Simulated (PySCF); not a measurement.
**CH₇NOSi₂ (SMILES [SiH3]N[C]O[SiH3]) (triplet): density, localisation and related maps**

The calculation's input:

```
{"job": {"kind": "epr"}, "charge": 0, "multiplicity": 3}
C     -0.312917    -0.339399    -1.349426
O     -1.210777     0.651411    -1.264817
Si    -1.139703     1.883722    -0.103083
N     -0.083530    -1.307811    -0.409860
Si     1.403566    -1.352291     0.526787
H     -1.404959     1.325620     1.255366
H     -2.201957     2.852807    -0.478028
H      0.210708     2.517393    -0.126397
H     -0.663273    -2.149852    -0.457558
H      1.249068    -2.454199     1.523096
H      1.581112    -0.038508     1.212767
H      2.610875    -1.616206    -0.312697
```

Launched as:

```sh
OMP_NUM_THREADS=1 python cluster_run.py task.json out
```

Geometry: PBE0-D3(BJ)/def2-SVP.

These are results of UKS B3LYP, IGLO-III on C N O Si, pcH-1 on H, non-relativistic, mean-field spin-orbit, GIAO (PySCF), not measurements.

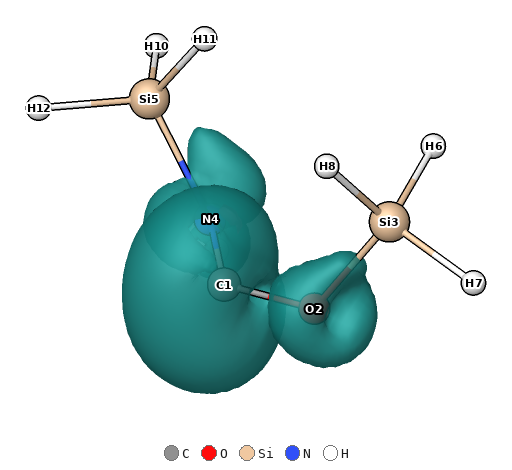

Figure 1. Isosurfaces of the spin density at +0.04 (teal) and −0.04 e/Å³ (pink), seen at an oblique angle.

> Where is the unpaired spin?

The unpaired spin (2 electrons) lies mostly on C1 (about 1.3), O2 (about 0.2), N4 (about 0.2) and Si5 (about 0.1), in electrons by Hirshfeld's partition.

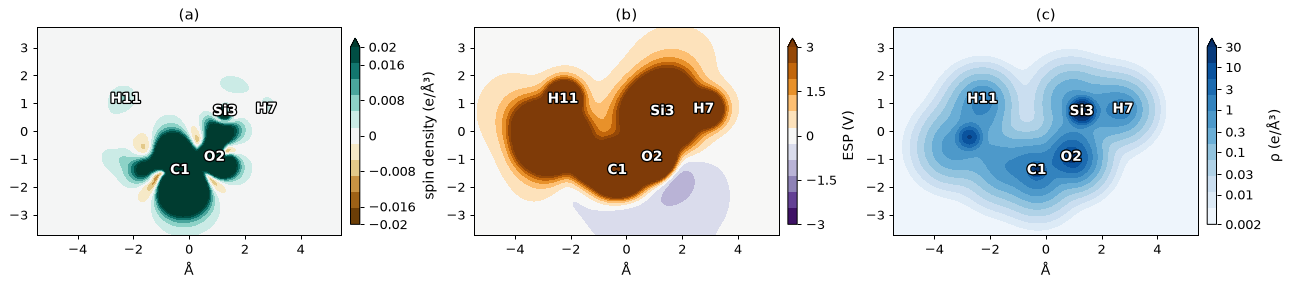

Figure 2. (a) spin density; (b) molecular electrostatic potential; (c) total electron density on the plane of atoms O2, Si3 and H7.

> Interpret the plot.

- Atoms in the plane: C, O, Si and H.
- C–O (1.34 Å): ρ is about 2.3 e/Å³ halfway, with its minimum of 2 e/Å³ about 0.5 Å from C.
- Si–O (1.70 Å): ρ is about 1 e/Å³ halfway.
- Si–H (1.49 Å): the density is about 0.83 e/Å³ at the midpoint.
- Outside the dense part of the molecule the potential is most negative (−1.2 V) near O2.

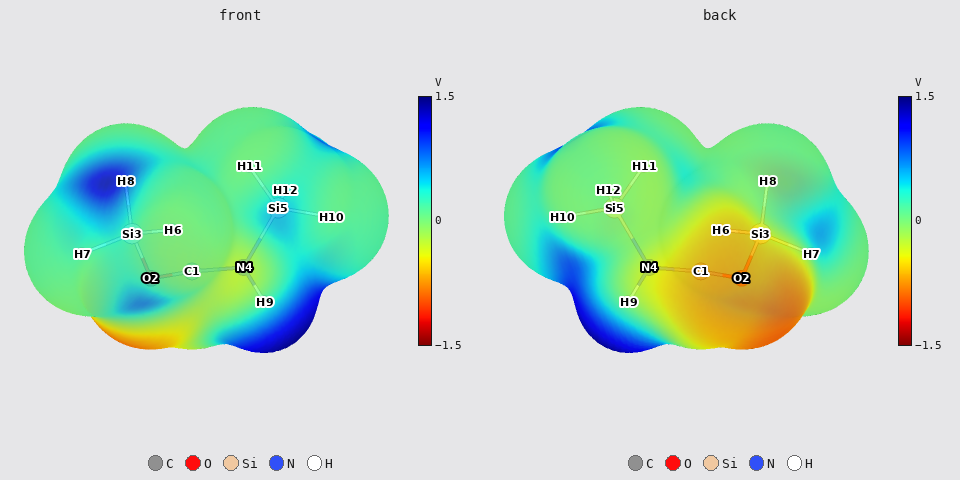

Figure 3. The electrostatic potential painted on the density surface at 0.001 e/bohr³, seen from the front and from behind; red is negative and blue positive.

> Describe the electrostatic potential map.

The most negative region (about −0.9 V, or −21 kcal/mol for a unit charge) lies over O2, the most positive (about +1.4 V, or +32 kcal/mol for a unit charge) over H9.
